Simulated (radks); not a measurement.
**Run report: Ir⁺, atomic calculation**

The Ir⁺ ion in the configuration [Xe] 4f14 5d6 6s2 (high spin). Computed at this level: scalar-relativistic Kohn-Sham, PBE, spin-polarised, spherical densities, point nucleus (the in-house radial solver radks).

## Summary

- outcome: converged
- total energy: −17827.2004 hartree
- kinetic energy: 19825.2805 hartree
- electron–nucleus energy: −44211.4347 hartree
- Hartree energy: 6904.7151 hartree
- exchange–correlation energy: −345.761286 hartree
- radius at density 0.001 e/bohr³: 4.21 bohr
- SCF iterations: 15
- hardware: 1 CPU thread, shared host

## Input
```
Z 77
configuration [Xe] 4f14 5d6 6s2
relativity scalar-relativistic
functional pbe,pbe
spin polarised
nucleus point
c 137.035999084
```

Energies in input and log are in hartree, lengths in bohr.

## Output
```
1s      1   1.0000       -2798.46510747
2s      1   1.0000        -489.89050049
2p      1   3.0000        -425.58526803
3s      1   1.0000        -114.90311251
3p      1   3.0000         -96.10407088
3d      1   5.0000         -75.43261735
4s      1   1.0000         -24.84614172
4p      1   3.0000         -18.68164628
4d      1   5.0000         -11.11694588
4f      1   7.0000          -2.71146700
5s      1   1.0000          -4.04948689
5p      1   3.0000          -2.46070806
5d      1   5.0000          -0.68436428
6s      1   1.0000          -0.55991533
1s      2   1.0000       -2798.46521648
2s      2   1.0000        -489.88093789
2p      2   3.0000        -425.57755290
3s      2   1.0000        -114.89977954
3p      2   3.0000         -96.10030129
3d      2   5.0000         -75.42585763
4s      2   1.0000         -24.83700778
4p      2   3.0000         -18.67317890
4d      2   5.0000         -11.10705457
4f      2   7.0000          -2.69540761
5s      2   1.0000          -3.97709890
5p      2   3.0000          -2.36975097
5d      2   1.0000          -0.58521631
6s      2   1.0000          -0.50672137
Etot -17827.20043565901
Ekin 19825.28045737892
Encl -44211.434749725995
Eh 6904.715143116517
Exc -345.7612864284531
err 6.012682749100014e-09
it 15
```

## Orbitals

```csv
orbital,occupation,energy (eV),⟨r⟩ (bohr),outer maximum (bohr)
1s down,1,−76150.1,0.01743,0.0108
1s up,1,−76150.1,0.01743,0.0108
2s up,1,−13330.6,0.07360,0.0623
2s down,1,−13330.3,0.07360,0.0623
2p up,3,−11580.8,0.06624,0.0514
2p down,3,−11580.6,0.06624,0.0514
3s up,1,−3126.7,0.1904,0.176
3s down,1,−3126.6,0.1904,0.176
3p up,3,−2615.1,0.1913,0.175
3p down,3,−2615.0,0.1913,0.175
3d up,5,−2052.6,0.1733,0.142
3d down,5,−2052.4,0.1733,0.142
4s up,1,−676.098,0.4233,0.397
4s down,1,−675.849,0.4233,0.397
4p up,3,−508.353,0.4505,0.417
4p down,3,−508.123,0.4505,0.417
4d up,5,−302.508,0.4785,0.426
4d down,5,−302.238,0.4783,0.426
5s up,1,−110.192,0.9784,0.892
5s down,1,−108.222,0.9731,0.888
4f up,7,−73.783,0.5361,0.395
4f down,7,−73.346,0.5337,0.395
5p up,3,−66.959,1.131,1.00
5p down,3,−64.484,1.125,0.999
5d up,5,−18.623,1.606,1.28
5d down,1,−15.925,1.644,1.28
6s up,1,−15.236,2.591,2.26
6s down,1,−13.789,2.695,2.32
```

## Slater integrals of the outer shells (hartree)

```tsv
integral	value
F0(6s,6s)	0.3478
F0(6s,5d)	0.4074
G2(6s,5d)	0.1027
F0(6s,5p)	0.4311
G1(6s,5p)	0.0334
F0(5d,5d)	0.5642
F2(5d,5d)	0.2916
F4(5d,5d)	0.1924
F0(5d,5p)	0.6495
F2(5d,5p)	0.3175
G1(5d,5p)	0.3784
G3(5d,5p)	0.2338
F0(5p,5p)	0.7957
F2(5p,5p)	0.4294
```

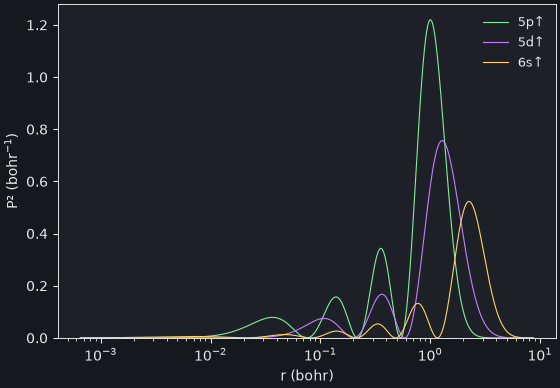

**Figure 1.** The radial probability densities P² of 5d up, 6s up and 5p up. 5p up: outer maximum at 1.00 bohr, ⟨r⟩ = 1.13 bohr, 3 nodes, eigenvalue −67.0 eV; 5d up: outer maximum at 1.28 bohr, ⟨r⟩ = 1.61 bohr, 2 nodes, eigenvalue −18.6 eV; 6s up: outer maximum at 2.26 bohr, ⟨r⟩ = 2.59 bohr, 5 nodes, eigenvalue −15.2 eV.

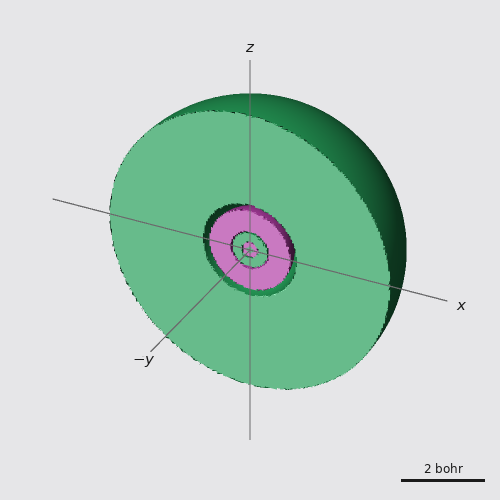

**Figure 2.** The 6s orbital of up spin. The radial function comes from the spherical calculation and is multiplied by a real spherical harmonic; the overall sign is chosen so that the largest lobe of P(r) is positive; at the scalar-relativistic level it is the large component. The surface of constant |ψ| that holds about 90 % of the electron is drawn, green where ψ is positive and pink where it is negative, with the half in front of the xz plane cut away and the cut face painted. It has no angular node and 5 radial nodes, at r = 0.0206, 0.0823, 0.213, 0.484 and 1.16 bohr. The outermost maximum of P² lies at 2.26 bohr, ⟨r⟩ = 2.59 bohr, 90 % of the charge lies within 3.77 bohr, and the eigenvalue is −15.2 eV, with 1 electron in the shell for this spin.

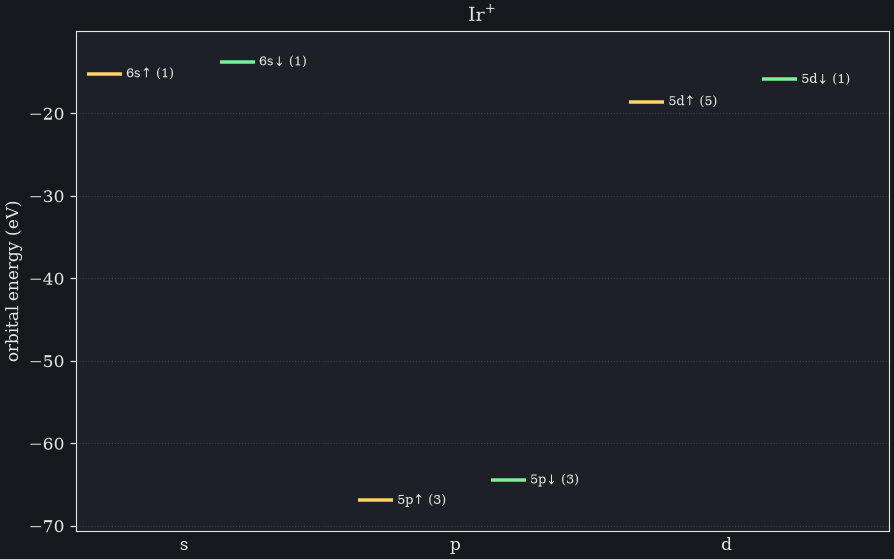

**Figure 3.** The outer levels are drawn by angular momentum (occupations in brackets, up spins at the left of each column and down spins at the right). The highest occupied level is 6s down at −13.8 eV. From the top down the occupied levels run 6s down (−13.8 eV), 6s up (−15.2 eV), 5d down (−15.9 eV), 5d up (−18.6 eV), 5p down (−64.5 eV), 5p up (−67.0 eV). The largest exchange splitting (down less up) among the shells drawn in both spins is that of 5d, 2.70 eV. The open 5d shell lies under a filled one.
